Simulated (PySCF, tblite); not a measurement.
# C3H11OSi3 radical: geometry, infrared bands and EPR parameters

Aim: predict the infrared bands and EPR parameters of C3H11OSi3 radical (`[SiH3]O[Si]([SiH3])C1CC1`).

The runs use tblite 0.8.0 and PySCF 2.14.0, with density-fitted response routines of our own; the level of theory stands in each step. All values are computed, except where a source is named. Atoms count from 0, in the outputs and in this text.

## (1) The starting structure

18 atoms, charge 0, multiplicity 2; geometry from: force field or distance geometry start.

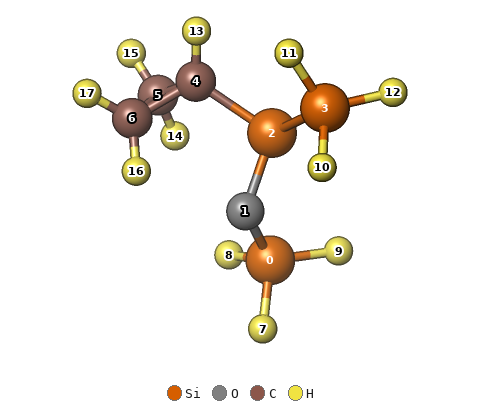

The starting geometry (silicon orange, oxygen grey, carbon brown, hydrogen yellow), atoms numbered.

## (2) Geometry optimisation with GFN2-xTB

Job settings and geometry (Å):

```
{"job": {"kind": "relax", "xc": "GFN2-xTB", "basis": "xTB"}, "charge": 0, "multiplicity": 2}
Si     2.663000     0.367500    -0.174800
O      1.060000     0.529600     0.378100
Si    -0.100200     0.690500    -0.840100
Si    -1.291800     2.574600    -0.476600
C     -1.244000    -0.792000    -0.640800
C     -0.506800    -2.099500    -0.891800
C     -0.930100    -1.699600     0.512800
H      3.545000     0.710400     0.970200
H      3.023100    -1.014600    -0.549500
H      2.993000     1.266200    -1.268600
H     -0.730000     3.166900     0.741300
H     -2.695300     2.160800    -0.291700
H     -1.111100     3.494800    -1.585800
H     -2.285400    -0.718300    -0.966300
H      0.583400    -2.054400    -1.031600
H     -1.114000    -2.898800    -1.321300
H     -0.145200    -1.341200     1.208100
H     -1.722300    -2.336600     0.951900
```

Command:

```
> OMP_NUM_THREADS=1 python probes_run.py task.json out
```

The driver reads the jobs from task.json and runs them one after another.

The program printed:

```text
step      E/eV     max force
  0    -578.97298    2.187
  1    -579.12893    1.533
  2    -579.26815    1.313
  3    -579.31805    0.858
  4    -579.43230    0.553
  5    -579.47149    0.593
  6    -579.51586    0.523
  7    -579.53498    0.395
  8    -579.55815    0.367
  9    -579.58421    0.470
 10    -579.61746    0.569
 11    -579.64980    0.530
 12    -579.68048    0.397
 13    -579.70234    0.293
 14    -579.71582    0.277
 15    -579.72620    0.207
 16    -579.73386    0.203
 17    -579.74154    0.203
 18    -579.74912    0.228
 19    -579.75525    0.162
 20    -579.75965    0.140
 21    -579.76269    0.118
 22    -579.76520    0.121
 23    -579.76785    0.114
 24    -579.77056    0.100
 25    -579.77335    0.127
 26    -579.77637    0.145
 27    -579.77989    0.197
 28    -579.78401    0.205
 29    -579.78822    0.144
 30    -579.79166    0.130
 31    -579.79433    0.107
 32    -579.79727    0.164
 33    -579.80099    0.198
 34    -579.80494    0.163
 35    -579.80857    0.122
 36    -579.81160    0.114
 37    -579.81404    0.133
 38    -579.81599    0.133
 39    -579.81734    0.163
 40    -579.81942    0.109
 41    -579.82238    0.141
 42    -579.82569    0.190
 43    -579.83048    0.229
 44    -579.83529    0.185
 45    -579.83942    0.107
 46    -579.84216    0.113
 47    -579.84431    0.113
 48    -579.84639    0.186
 49    -579.84560    0.147
 50    -579.84990    0.082
 51    -579.85141    0.080
 52    -579.85482    0.081
 53    -579.85592    0.075
 54    -579.85782    0.101
 55    -579.85902    0.107
 56    -579.86065    0.090
 57    -579.86195    0.089
 58    -579.86331    0.088
 59    -579.86458    0.093
 60    -579.86587    0.119
 61    -579.86700    0.098
 62    -579.86783    0.070
 63    -579.86834    0.061
 64    -579.86872    0.049
 65    -579.86906    0.050
 66    -579.86935    0.040
 67    -579.86956    0.038
 68    -579.86968    0.021
 69    -579.86976    0.022
 70    -579.86984    0.023
 71    -579.86994    0.034
 72    -579.87004    0.030
 73    -579.87011    0.020
 74    -579.87016    0.018
 75    -579.87019    0.016
 76    -579.87024    0.025
 77    -579.87031    0.026
 78    -579.87038    0.022
 79    -579.87045    0.019
 80    -579.87050    0.016
 81    -579.87054    0.017
 82    -579.87058    0.014
 83    -579.87061    0.014
 84    -579.87065    0.015
 85    -579.87070    0.014
 86    -579.87075    0.018
 87    -579.87079    0.017
 88    -579.87084    0.014
 89    -579.87091    0.017
 90    -579.87097    0.014
 91    -579.87103    0.014
 92    -579.87107    0.014
 93    -579.87112    0.018
 94    -579.87122    0.025
 95    -579.87139    0.039
 96    -579.87164    0.045
 97    -579.87188    0.034
 98    -579.87203    0.028
 99    -579.87213    0.023
100    -579.87224    0.027
101    -579.87242    0.040
102    -579.87267    0.046
103    -579.87291    0.040
104    -579.87311    0.031
105    -579.87325    0.025
106    -579.87335    0.021
107    -579.87347    0.027
108    -579.87359    0.026
109    -579.87369    0.019
110    -579.87376    0.019
111    -579.87382    0.019
112    -579.87389    0.016
113    -579.87394    0.013
114    -579.87398    0.009
```

Run time: 0.92 s. Hardware: 1 thread of Arm Neoverse V2, shared host.

Along the way: (not every step is listed)

```csv
step,energy from step 0 (eV),largest force (eV/Å)
0,0.0000,2.1867
1,-0.1559,1.5332
2,-0.2952,1.3131
3,-0.3451,0.8581
4,-0.4593,0.5527
5,-0.4985,0.5929
6,-0.5429,0.5232
7,-0.5620,0.3947
8,-0.5852,0.3669
18,-0.7761,0.2281
28,-0.8110,0.2051
38,-0.8430,0.1335
48,-0.8734,0.1862
58,-0.8903,0.0879
68,-0.8967,0.0206
78,-0.8974,0.0223
88,-0.8979,0.0139
98,-0.8990,0.0278
108,-0.9006,0.0259
109,-0.9007,0.0191
110,-0.9008,0.0191
111,-0.9008,0.0188
112,-0.9009,0.0159
113,-0.9010,0.0130
114,-0.9010,0.0094
```

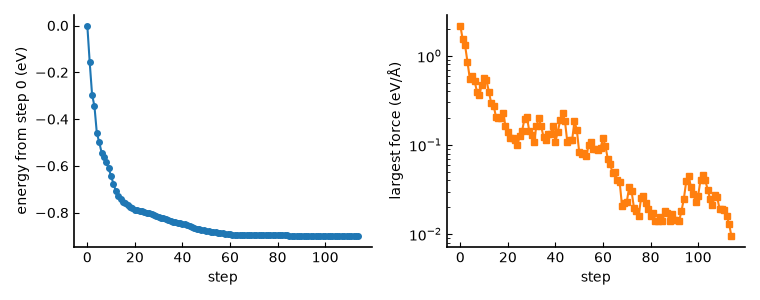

Energy and largest force along the relaxation.

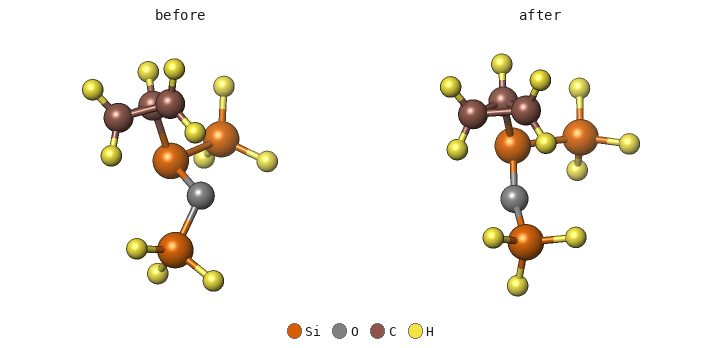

Before and after, at one scale.

Distances of close pairs at the start and the end, largest changes first:

```csv
bond,before (Å),after (Å),change (Å)
Si0–O1,1.703,1.614,-0.089
O1–Si2,1.690,1.640,-0.050
Si2–Si3,2.259,2.293,+0.034
C5–C6,1.521,1.490,-0.030
C6–H16,1.108,1.081,-0.028
C6–H17,1.107,1.081,-0.027
C5–H14,1.100,1.080,-0.021
Si0–H7,1.485,1.465,-0.020
```

The next job starts from the end point, and lists it.

## (3) Vibrational analysis with GFN2-xTB

Job settings and geometry (Å):

```
{"job": {"kind": "ir", "xc": "GFN2-xTB", "basis": "xTB"}, "charge": 0, "multiplicity": 2}
Si     2.546983     0.309136    -0.261977
O      1.131014     0.600864    -0.980390
Si    -0.477630     0.702046    -1.283513
Si    -1.251360     2.638330    -0.330627
C     -1.221958    -0.936475    -0.672581
C     -0.458939    -2.226156    -0.789713
C     -0.660130    -1.610556     0.552672
H      2.405452     0.654605     1.154855
H      2.846152    -1.113656    -0.423290
H      3.504825     1.166722    -0.950763
H     -1.057673     2.980930     1.088736
H     -2.704097     2.646036    -0.537592
H     -0.693498     3.773959    -1.074148
H     -2.296658    -1.024169    -0.793025
H      0.532271    -2.186771    -1.215552
H     -1.000477    -3.128423    -1.034009
H      0.195818    -1.159900     1.034113
H     -1.348852    -2.080204     1.240388
```

The program printed:

```text
mode    cm-1     km/mol
  1      44.7      0.30
  2      55.1      0.16
  3      66.4      0.43
  4      68.8      0.11
  5      83.3      1.10
  6      92.5      0.67
  7     151.7      4.58
  8     160.5      4.69
  9     257.0      3.94
 10     311.0     36.77
 11     400.6     23.74
 12     449.6     24.85
 13     457.9      2.00
 14     574.9     20.52
 15     603.3     72.21
 16     612.1     59.13
 17     651.3     34.04
 18     771.9    159.25
 19     775.5    697.67
 20     790.0    211.56
 21     796.0    300.77
 22     808.4      7.60
 23     829.7    420.36
 24     840.9      6.51
 25     849.1    117.82
 26     944.3      2.03
 27     993.4     30.01
 28    1011.5      4.79
 29    1056.6    489.08
 30    1066.6     94.15
 31    1071.5     21.26
 32    1110.6      0.23
 33    1159.7      0.40
 34    1239.2      1.37
 35    1331.0      8.11
 36    1442.9      0.19
 37    1482.4      0.70
 38    2155.3    277.05
 39    2212.2    158.14
 40    2213.6    405.17
 41    2226.8    350.74
 42    2254.8    284.90
 43    2294.8    250.33
 44    3018.5     34.07
 45    3071.6     19.43
 46    3074.2     12.14
 47    3082.9     43.71
 48    3097.9     67.92
```

It took 0.75 s on 1 thread of Arm Neoverse V2, shared host.

Which atoms move in the most intense modes:

```csv
cm⁻¹,km/mol,atoms
776,697.7,"H9 24 %, H12 23 %, H11 23 %, H8 15 %"
796,300.8,"H11 37 %, H12 28 %, H8 12 %, H10 10 %"
830,420.4,"H8 27 %, H7 26 %, H9 25 %, Si0 13 %"
1057,489.1,O1 59 %
2155,277.1,H10 93 %
2214,405.2,"H11 77 %, H12 19 %"
2227,350.7,H7 85 %
2255,284.9,H8 84 %
```

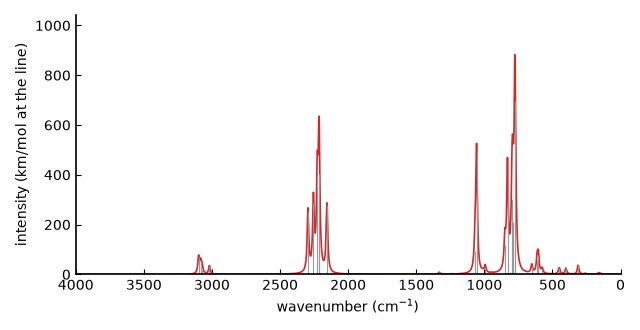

The infrared spectrum from these modes, unscaled. Lines are broadened to a width of 14 cm⁻¹ (Lorentzian).

## (4) EPR parameters: B3LYP/pcH-1

Same as in step 3 but for these lines:

```diff
@@ -1,2 +1,2 @@
-{"job": {"kind": "ir", "xc": "GFN2-xTB", "basis": "xTB"}, "charge": 0, "multiplicity": 2}
+{"job": {"kind": "epr", "basis": "pcH-1"}, "charge": 0, "multiplicity": 2}
 Si     2.546983     0.309136    -0.261977
```

Level: UKS B3LYP, pcH-1 on C H O Si, non-relativistic, mean-field spin-orbit, GIAO.

The program printed:

```text
UKS, coarse grid
  cycle   1  E = -1064.53544523  |g| = 6.59e-01
  cycle   2  E = -1064.10461493  |g| = 1.22e+00
  cycle   3  E = -1064.68117008  |g| = 1.33e-01
  cycle   4  E = -1064.68671645  |g| = 7.04e-02
  cycle   5  E = -1064.68909646  |g| = 1.43e-02
  cycle   6  E = -1064.68919552  |g| = 3.26e-03
  cycle   7  E = -1064.68920094  |g| = 1.32e-03
  cycle   8  E = -1064.68920303  |g| = 5.22e-04
UKS, final grid
  cycle   1  E = -1064.68923907  |g| = 6.71e-04
  cycle   2  E = -1064.68923886  |g| = 9.79e-04
  cycle   3  E = -1064.68923928  |g| = 6.85e-05
  cycle   4  E = -1064.68923928  |g| = 2.83e-05
E = -1064.68923928 Eh   <S^2> = 0.7523 (exact 0.7500)
g shifts (ppm)      1          2          3
  rmc          -158       -158       -158
  gc             40         12         70
  oz_so        -864        -65       2513
  total        -983       -211       2425
hyperfine (MHz)  atom isotope    a_iso     a_fc   dipolar eigenvalues
    0  29Si      -7.25      -7.27     -2.97      1.31      1.66
    1   17O     -31.93     -31.86    -21.06      9.99     11.06
    2  29Si    -514.79    -515.74   -143.90     70.55     73.35
    3  29Si    -127.38    -127.52    -22.56      9.04     13.52
    4   13C      41.58      41.55     -5.19     -4.40      9.59
    5   13C       2.53       2.53     -1.02     -0.67      1.68
    6   13C      19.22      19.22     -4.38     -4.27      8.66
    7    1H       7.61       7.61     -1.29     -0.80      2.09
    8    1H      -0.91      -0.91     -1.09     -1.01      2.10
    9    1H       0.05       0.05     -1.18     -0.98      2.16
   10    1H      75.19      75.18     -2.64     -0.34      2.98
   11    1H      -5.77      -5.77     -2.86     -1.26      4.12
   12    1H      -5.52      -5.52     -2.90     -1.26      4.16
   13    1H      -3.43      -3.43     -3.88     -1.59      5.48
   14    1H       3.74       3.74     -1.96     -1.36      3.32
   15    1H      -0.29      -0.29     -1.30     -0.87      2.16
   16    1H      -1.49      -1.49     -2.88     -0.34      3.22
   17    1H       5.63       5.63     -2.67     -0.64      3.31
```

Wall time 2.5 min (1 thread of Arm Neoverse V2, shared host); peak memory 1.1 GiB.

Principal g values 2.00134, 2.00211, 2.00474; g(iso) = 2.00273, against 2.00232 for a free electron.

Mean a(iso) over the nuclei that a row names, and the largest dipolar term of the row (other rows stand at the frozen geometry):

```csv
nuclei,isotope,a(iso) (MHz),"a(iso) (G, at g = 2.0023)",largest dipolar term (MHz)
Si2,29Si,-514.8,-183.7,-143.9
Si3,29Si,-127.4,-45.5,-22.6
C4,13C,41.6,14.8,9.6
O1,17O,-31.9,-11.4,-21.1
"H10, H11, H12",1H,21.3,7.6,4.2
"C5, C6",13C,10.9,3.9,8.7
Si0,29Si,-7.3,-2.6,-3.0
H13,1H,-3.4,-1.2,5.5
"H15, H17",1H,2.7,1.0,3.3
"H7, H8, H9",1H,2.2,0.8,2.2
"H14, H16",1H,1.1,0.4,3.3
```

Mulliken spin populations:

Si0 0.00; O1 0.04; Si2 0.81; Si3 0.07; C4 0.01; C5 0.00; C6 0.04; H7 0.01; H8 0.00; H9 0.00; H10 0.04; H11 0.00; H12 -0.01; H13 0.00; H14 0.00; H15 0.00; H16 0.00; H17 0.00

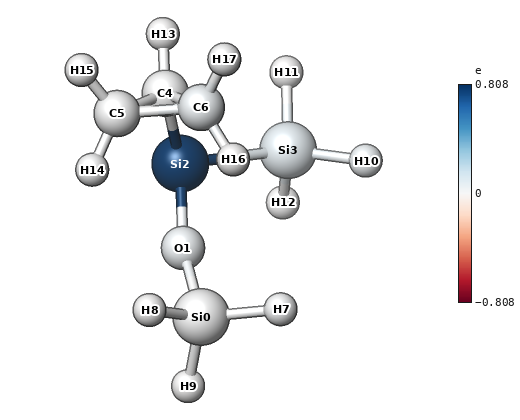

Mulliken spin populations, as colours on the atoms.

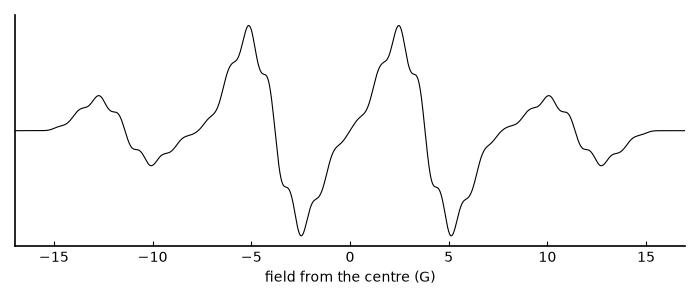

First-order isotropic spectrum (first derivative, main isotopes with spin only, couplings over 0.8 MHz, Gaussian width 0.3 G; couplings of the frozen geometry, rotation of groups not averaged beyond the rows shown).

The fields below are evaluated on a grid from the run's orbitals.

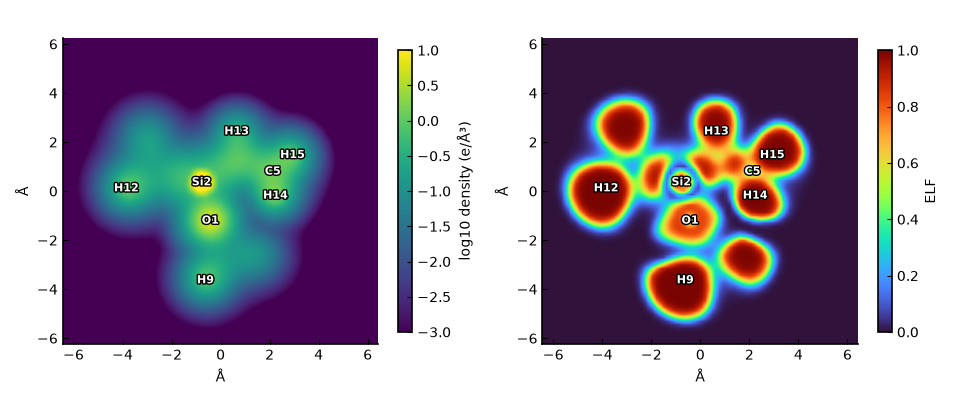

Density (left) and ELF (right) in a plane through or near 8 of the atoms.

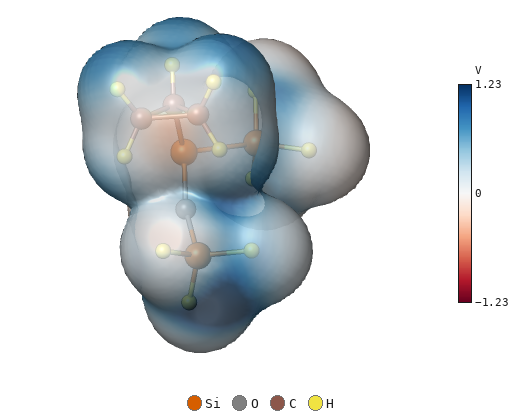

Electrostatic potential on the surface of density 0.002 e/bohr³; red is low, blue high. It runs from -0.32 V near O1 to 1.23 V near H7.

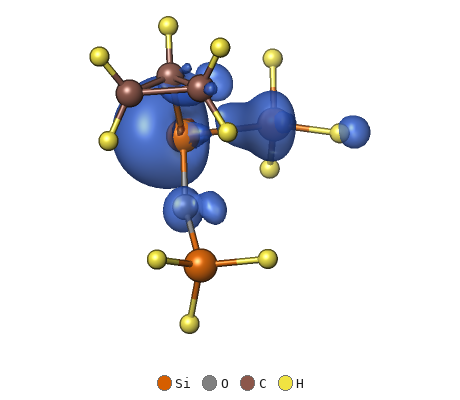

Spin density at ±0.03 e/Å³ (alpha excess blue, beta excess red).

## (5) What came out

| quantity | value |
| --- | --- |
| strongest single infrared mode (GFN2-xTB) | 776 cm⁻¹, 698 km/mol |
| zero-point energy (GFN2-xTB) | 77.4 kcal/mol |
| g(iso) (B3LYP) | 2.00273 |
| ⟨S²⟩ | 0.752 (exact 0.75) |
| largest a(iso) (averaged by class) | 29Si on Si2, -514.8 MHz |
| potential on the surface of density 0.002 e/bohr³, 1st and 99th percentile | -0.32 V and 1.23 V |

Relaxing lowered the energy by 0.901 eV in 114 steps; the close pair that moved most is Si0–O1, from 1.703 to 1.614 Å. The frame itself reshapes: Si0···Si2 goes from 2.86 to 3.22 Å. All 48 modes are real, so the xTB geometry is a minimum. Unscaled tight-binding wavenumbers are off by several per cent, some by more. Its intensities can rank the bands wrongly. Si2 carries the largest spin population, 0.81 e. The isotropic g lies 0.4 ppt above the free-electron value. These values are for one conformer; the search (at its own cheap level) found 2 more, at 0.02, 0.18 kcal/mol (those within 0.05 may be mirror or relabelled copies), and measured spectra average over such forms.
